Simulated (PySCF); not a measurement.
# methylsilane (CH₆Si): electronic excitations at several levels of theory

Aim: compute the electronic excitations of methylsilane (CH₆Si) (`C[SiH3]`) at several levels, and see how far they spread and what each costs.

Computed with PySCF 2.14.0, with density-fitted response routines of our own, on a single molecule in the gas phase. Atoms count from 0, in the outputs and in this text.

## 1. Starting geometry

8 atoms, charge 0, multiplicity 1; geometry from: PBE0-D3(BJ)/def2-SVP.

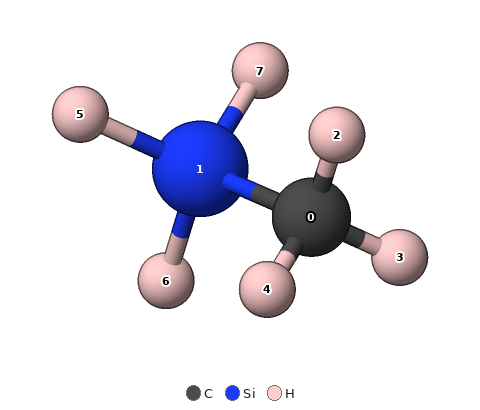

The starting geometry (carbon dark grey, silicon blue, hydrogen pink), atoms numbered.

## 2. Ultraviolet spectrum: wB97X-D/def2-SVPD

What the job is given:

```
{"job": {"kind": "uv", "xc": "wB97X-D", "basis": "def2-SVPD", "ip": true}, "charge": 0, "multiplicity": 1}
C     -1.000315    -0.092418     0.207599
Si     0.841217     0.086311    -0.121616
H     -1.319814     0.576002     1.021392
H     -1.247640    -1.125396     0.497052
H     -1.583978     0.159279    -0.691038
H      1.175225     1.490194    -0.516428
H      1.272443    -0.824799    -1.227081
H      1.634036    -0.254765     1.100489
```

Level: TDDFT wB97X-D/def2-SVPD, vertical, gas phase, core orbitals frozen in the response.

Command:

```bash
$ OMP_NUM_THREADS=1 python probes_run.py task.json out
```

The driver reads the jobs from task.json and runs them one after another.

Standard output:

```text
coarse grid: 6432 points
cycle   1  E = -331.0160809063  dE = -2.449e-01  |g| = 1.865e-01  |ddm| = 2.649e+00
cycle   2  E = -331.0222567818  dE = -6.176e-03  |g| = 1.204e-01  |ddm| = 4.309e-01
cycle   3  E = -331.0260507341  dE = -3.794e-03  |g| = 1.819e-02  |ddm| = 1.637e-01
cycle   4  E = -331.0261676421  dE = -1.169e-04  |g| = 3.420e-03  |ddm| = 6.976e-02
cycle   5  E = -331.0261719134  dE = -4.271e-06  |g| = 5.605e-04  |ddm| = 1.246e-02
final grid: 55368 points
cycle   6  E = -331.0720623142  dE = -2.843e-05  |g| = 2.367e-03  |ddm| = 6.505e-02
cycle   7  E = -331.0720631968  dE = -8.826e-07  |g| = 1.700e-03  |ddm| = 8.548e-03
cycle   8  E = -331.0720639258  dE = -7.290e-07  |g| = 1.825e-04  |ddm| = 2.073e-03
cycle   9  E = -331.0720639404  dE = -1.464e-08  |g| = 3.590e-05  |ddm| = 7.481e-04
cycle  10  E = -331.0720639411  dE = -6.637e-10  |g| = 7.835e-06  |ddm| = 1.148e-04
converged SCF energy = -331.0720639411

Static polarisability (au): isotropic 43.076, principal 40.869 40.871 47.487

Singlet excitations
state   eV       nm        f      main configurations
  1   8.7615    141.5   0.09593   H->L 0.94
  2   8.7700    141.4   0.02409   H-1->L 0.81
  3   8.7725    141.3   0.02433   H-2->L 0.81
  4   9.2899    133.5   0.00000   H-1->L+3 0.49, H-2->L+2 0.48
  5   9.3211    133.0   0.12400   H-1->L+1 0.80, H-1->L 0.12
  6   9.3235    133.0   0.12408   H-2->L+1 0.80, H-2->L 0.12
  7   9.4986    130.5   0.01037   H->L+2 0.84
  8   9.5000    130.5   0.01048   H->L+3 0.84
  9   9.6450    128.5   0.25385   H->L+1 0.79
 10  10.0109    123.8   0.18202   H-1->L+2 0.43, H-2->L+3 0.40, H->L+1 0.12

Triplet excitations (Tamm-Dancoff, eV): 8.2608 8.4345 8.4364 8.9155
Vertical ionisation energy (delta-SCF) = 11.6496 eV
```

Run time: 16 s. Hardware: 1 thread of Arm Neoverse V1, shared host; peak memory 0.42 GiB.

The orbitals next to the gap, with their largest atomic shares:

```
orbital      eV                       atoms
 HOMO−3  -13.55   C0 46 %, H3 23 %, H4 10 %
 HOMO−2  -11.25   Si1 38 %, H6 31 %, H7 9 %
 HOMO−1  -11.25  Si1 38 %, H5 24 %, H7 23 %
   HOMO  -11.14   C0 43 %, Si1 29 %, H4 5 %
   LUMO    2.05   Si1 42 %, C0 21 %, H4 6 %
 LUMO+1    2.57  Si1 42 %, C0 13 %, H5 12 %
 LUMO+2    3.27  Si1 54 %, H6 15 %, H5 10 %
```

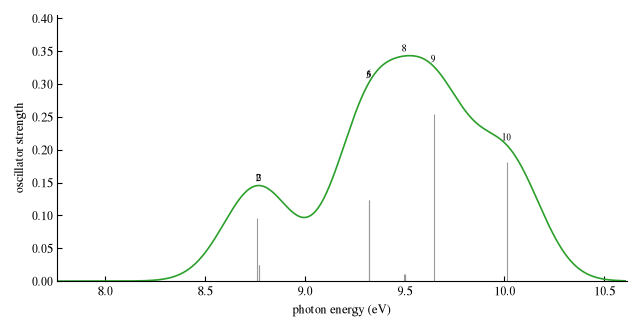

Absorption spectrum from the 10 singlet states computed; above the last one it falls off for lack of states. Lines are broadened to a width of 0.40 eV (Gaussian).

Ground-state properties from the same run:

```
           property  computed
  dipole moment (D)      0.78
polarisability (Å³)      6.38
 HOMO–LUMO gap (eV)     13.19
      −ε(HOMO) (eV)     11.14
```

## 3. Ultraviolet spectrum: LC-wPBE/def2-SVPD

The job, as its differences from that of step 2:

```diff
@@ -1,2 +1,2 @@
-{"job": {"kind": "uv", "xc": "wB97X-D", "basis": "def2-SVPD", "ip": true}, "charge": 0, "multiplicity": 1}
+{"job": {"kind": "uv", "xc": "LC-wPBE", "basis": "def2-SVPD", "ip": true}, "charge": 0, "multiplicity": 1}
 C     -1.000315    -0.092418     0.207599
```

Level: TDDFT LC-wPBE/def2-SVPD, vertical, gas phase, core orbitals frozen in the response.

Standard output:

```text
coarse grid: 6432 points
cycle   1  E = -330.9076685905  dE = -2.461e-01  |g| = 1.702e-01  |ddm| = 2.620e+00
cycle   2  E = -330.9165223175  dE = -8.854e-03  |g| = 7.217e-02  |ddm| = 3.344e-01
cycle   3  E = -330.9179622549  dE = -1.440e-03  |g| = 2.487e-02  |ddm| = 1.526e-01
cycle   4  E = -330.9181577569  dE = -1.955e-04  |g| = 3.868e-03  |ddm| = 7.372e-02
cycle   5  E = -330.9181630312  dE = -5.274e-06  |g| = 6.541e-04  |ddm| = 1.416e-02
final grid: 55368 points
cycle   6  E = -330.9736054393  dE = -1.130e-05  |g| = 2.428e-03  |ddm| = 2.285e-02
cycle   7  E = -330.9736063897  dE = -9.504e-07  |g| = 1.653e-03  |ddm| = 5.560e-03
cycle   8  E = -330.9736070848  dE = -6.951e-07  |g| = 1.584e-04  |ddm| = 1.840e-03
cycle   9  E = -330.9736071043  dE = -1.946e-08  |g| = 4.323e-05  |ddm| = 6.898e-04
cycle  10  E = -330.9736071057  dE = -1.459e-09  |g| = 8.664e-06  |ddm| = 1.762e-04
cycle  11  E = -330.9736071058  dE = -5.383e-11  |g| = 1.252e-06  |ddm| = 3.393e-05
converged SCF energy = -330.9736071058

Static polarisability (au): isotropic 42.116, principal 40.064 40.065 46.220

Singlet excitations
state   eV       nm        f      main configurations
  1   9.0917    136.4   0.01865   H-1->L 0.58, H-1->L+1 0.18, H-1->L+4 0.17
  2   9.0944    136.3   0.01872   H-2->L 0.58, H-2->L+1 0.18, H-2->L+4 0.17
  3   9.1802    135.1   0.11127   H->L 0.85, H->L+1 0.12
  4   9.4672    131.0   0.00000   H-1->L+3 0.46, H-2->L+2 0.46
  5   9.6735    128.2   0.15033   H-1->L+1 0.56, H-1->L 0.29
  6   9.6760    128.1   0.15040   H-2->L+1 0.56, H-2->L 0.29
  7   9.8055    126.4   0.03193   H->L+2 0.70, H-2->L+2 0.08
  8   9.8070    126.4   0.03223   H->L+3 0.70, H-1->L+2 0.08
  9  10.1952    121.6   0.27765   H->L+1 0.69, H->L 0.10
 10  10.4563    118.6   0.23704   H-1->L+2 0.44, H-2->L+3 0.38, H->L+1 0.10

Triplet excitations (Tamm-Dancoff, eV): 8.4083 8.4097 8.4869 8.7710
Vertical ionisation energy (delta-SCF) = 11.7815 eV
```

Run time: 25 s. Hardware: 1 thread of Arm Neoverse V1, shared host; peak memory 0.42 GiB.

In short: HOMO -12.05 eV, LUMO 2.16 eV; lowest singlet 9.09 eV.

## 4. Ultraviolet spectrum: PBE0/6-31G*

The job, as its differences from that of step 3:

```diff
@@ -1,2 +1,2 @@
-{"job": {"kind": "uv", "xc": "LC-wPBE", "basis": "def2-SVPD", "ip": true}, "charge": 0, "multiplicity": 1}
+{"job": {"kind": "uv", "xc": "PBE0", "basis": "6-31G*"}, "charge": 0, "multiplicity": 1}
 C     -1.000315    -0.092418     0.207599
```

Method: TDDFT PBE0/6-31G*, vertical, gas phase, core orbitals frozen in the response.

Standard output:

```text
coarse grid: 6432 points
cycle   1  E = -331.0067630310  dE = -2.238e-01  |g| = 2.846e-01  |ddm| = 2.108e+00
cycle   2  E = -331.0007382411  dE =  6.025e-03  |g| = 3.150e-01  |ddm| = 4.904e-01
cycle   3  E = -331.0278304785  dE = -2.709e-02  |g| = 1.258e-02  |ddm| = 2.724e-01
cycle   4  E = -331.0278876567  dE = -5.718e-05  |g| = 1.778e-03  |ddm| = 1.996e-02
cycle   5  E = -331.0278889692  dE = -1.313e-06  |g| = 2.653e-04  |ddm| = 2.873e-03
final grid: 55368 points
cycle   6  E = -331.0027016566  dE = -3.956e-06  |g| = 4.511e-03  |ddm| = 7.508e-03
cycle   7  E = -331.0026993997  dE =  2.257e-06  |g| = 5.400e-03  |ddm| = 8.003e-03
cycle   8  E = -331.0027071593  dE = -7.760e-06  |g| = 4.415e-05  |ddm| = 4.323e-03
cycle   9  E = -331.0027071600  dE = -6.490e-10  |g| = 1.569e-05  |ddm| = 8.127e-05
converged SCF energy = -331.0027071600

Static polarisability (au): isotropic 33.366, principal 31.946 31.951 36.200

Singlet excitations
state   eV       nm        f      main configurations
  1   9.0884    136.4   0.00077   H-1->L 0.96
  2   9.0911    136.4   0.00078   H-2->L 0.96
  3   9.3014    133.3   0.25438   H->L 0.94
  4   9.8843    125.4   0.00102   H->L+1 0.87
  5   9.8863    125.4   0.00105   H->L+2 0.87
  6   9.9014    125.2   0.00000   H-2->L+1 0.50, H-1->L+2 0.49
  7  10.7324    115.5   0.15402   H-1->L+1 0.46, H-2->L+2 0.39
  8  10.7754    115.1   0.06015   H-1->L+2 0.34, H-2->L+1 0.34
  9  10.7776    115.0   0.06069   H-2->L+2 0.38, H-1->L+1 0.31
 10  11.4445    108.3   0.05822   H-3->L 0.84, H->L+5 0.09

Triplet excitations (Tamm-Dancoff, eV): 8.2327 8.6143 8.6167 8.9722
```

It took 1.8 s on 1 thread of Arm Neoverse V1, shared host; peak memory 0.42 GiB.

In short: HOMO -9.11 eV, LUMO 1.32 eV; lowest singlet 9.09 eV.

## 5. Ultraviolet spectrum: PBE0/def2-SVP

The job, as its differences from that of step 4:

```diff
@@ -1,2 +1,2 @@
-{"job": {"kind": "uv", "xc": "PBE0", "basis": "6-31G*"}, "charge": 0, "multiplicity": 1}
+{"job": {"kind": "uv", "xc": "PBE0", "basis": "def2-SVP"}, "charge": 0, "multiplicity": 1}
 C     -1.000315    -0.092418     0.207599
```

With the program's defaults for keys left out, this is: TDDFT PBE0/def2-SVP, vertical, gas phase, core orbitals frozen in the response.

Standard output:

```text
coarse grid: 6432 points
cycle   1  E = -330.8438909144  dE = -2.317e-01  |g| = 2.620e-01  |ddm| = 2.362e+00
cycle   2  E = -330.8390473815  dE =  4.844e-03  |g| = 2.908e-01  |ddm| = 5.022e-01
cycle   3  E = -330.8622172157  dE = -2.317e-02  |g| = 1.403e-02  |ddm| = 2.685e-01
cycle   4  E = -330.8622862447  dE = -6.903e-05  |g| = 2.752e-03  |ddm| = 2.130e-02
cycle   5  E = -330.8622888657  dE = -2.621e-06  |g| = 5.959e-04  |ddm| = 4.541e-03
final grid: 55368 points
cycle   6  E = -330.9037561550  dE = -5.544e-06  |g| = 4.254e-03  |ddm| = 1.049e-02
cycle   7  E = -330.9037540899  dE =  2.065e-06  |g| = 5.066e-03  |ddm| = 7.966e-03
cycle   8  E = -330.9037610051  dE = -6.915e-06  |g| = 8.366e-05  |ddm| = 4.426e-03
cycle   9  E = -330.9037610078  dE = -2.675e-09  |g| = 2.604e-05  |ddm| = 1.614e-04
cycle  10  E = -330.9037610080  dE = -2.211e-10  |g| = 4.839e-06  |ddm| = 4.467e-05
converged SCF energy = -330.9037610080

Static polarisability (au): isotropic 36.900, principal 35.574 35.578 39.549

Singlet excitations
state   eV       nm        f      main configurations
  1   9.0685    136.7   0.00545   H-1->L 0.93
  2   9.0712    136.7   0.00549   H-2->L 0.93
  3   9.2396    134.2   0.18086   H->L 0.97
  4   9.6398    128.6   0.00000   H-1->L+2 0.50, H-2->L+1 0.50
  5   9.7312    127.4   0.00003   H->L+1 0.84
  6   9.7329    127.4   0.00003   H->L+2 0.84
  7  10.3602    119.7   0.15983   H-1->L+1 0.47, H-2->L+2 0.42
  8  10.4177    119.0   0.11173   H-1->L+2 0.34, H-2->L+1 0.34, H-1->L+3 0.13
  9  10.4197    119.0   0.11249   H-2->L+2 0.37, H-1->L+1 0.31, H-2->L+3 0.13
 10  11.0232    112.5   0.06411   H->L+3 0.98

Triplet excitations (Tamm-Dancoff, eV): 8.3263 8.4674 8.4688 8.6750
```

Wall time 2.4 s (1 thread of Arm Neoverse V1, shared host); peak memory 0.42 GiB.

This run: HOMO -9.23 eV, LUMO 1.25 eV; lowest singlet 9.07 eV.

## 6. Excited states and response: PBE0/def2-TZVP

The job, as its differences from that of step 5:

```diff
@@ -1,2 +1,2 @@
-{"job": {"kind": "uv", "xc": "PBE0", "basis": "def2-SVP"}, "charge": 0, "multiplicity": 1}
+{"job": {"kind": "uv", "xc": "PBE0", "basis": "def2-TZVP"}, "charge": 0, "multiplicity": 1}
 C     -1.000315    -0.092418     0.207599
```

Method: TDDFT PBE0/def2-TZVP, vertical, gas phase, core orbitals frozen in the response.

Standard output:

```text
coarse grid: 6432 points
cycle   1  E = -331.0319320928  dE = -2.297e-01  |g| = 2.985e-01  |ddm| = 1.786e+00
cycle   2  E = -331.0248802941  dE =  7.052e-03  |g| = 3.323e-01  |ddm| = 3.894e-01
cycle   3  E = -331.0533674246  dE = -2.849e-02  |g| = 2.071e-02  |ddm| = 2.157e-01
cycle   4  E = -331.0534839693  dE = -1.165e-04  |g| = 4.035e-03  |ddm| = 1.761e-02
cycle   5  E = -331.0534872266  dE = -3.257e-06  |g| = 5.207e-04  |ddm| = 2.705e-03
final grid: 55368 points
cycle   6  E = -331.0498816316  dE = -1.409e-05  |g| = 4.506e-03  |ddm| = 1.860e-02
cycle   7  E = -331.0498792531  dE =  2.378e-06  |g| = 5.396e-03  |ddm| = 5.752e-03
cycle   8  E = -331.0498865673  dE = -7.314e-06  |g| = 1.091e-04  |ddm| = 3.229e-03
cycle   9  E = -331.0498865708  dE = -3.479e-09  |g| = 3.010e-05  |ddm| = 1.220e-04
cycle  10  E = -331.0498865710  dE = -2.427e-10  |g| = 3.928e-06  |ddm| = 2.214e-05
converged SCF energy = -331.0498865710

Static polarisability (au): isotropic 41.170, principal 39.100 39.102 45.308

Singlet excitations
state   eV       nm        f      main configurations
  1   8.5893    144.3   0.00187   H-1->L 0.96
  2   8.5919    144.3   0.00189   H-2->L 0.96
  3   8.6830    142.8   0.19153   H->L 0.97
  4   9.2591    133.9   0.00000   H-1->L+2 0.49, H-2->L+1 0.49
  5   9.3230    133.0   0.00149   H->L+1 0.92
  6   9.3246    133.0   0.00153   H->L+2 0.92
  7   9.7369    127.3   0.00038   H-1->L+1 0.39, H-2->L+2 0.37, H->L+3 0.22
  8   9.9226    125.0   0.00001   H-1->L+3 0.37, H-1->L+2 0.25, H-2->L+1 0.25
  9   9.9248    124.9   0.00000   H-2->L+3 0.37, H-2->L+2 0.25, H-1->L+1 0.24
 10  10.1264    122.4   0.23169   H-1->L+3 0.60, H-2->L+1 0.12, H-1->L+2 0.12

Triplet excitations (Tamm-Dancoff, eV): 7.9156 8.0863 8.0883 8.5299
```

Run time: 4.4 s. Hardware: 1 thread of Arm Neoverse V1, shared host; peak memory 0.43 GiB.

Key values: HOMO -9.21 eV, LUMO 0.67 eV; lowest singlet 8.59 eV.

(Part 1 of 2 ends here.)
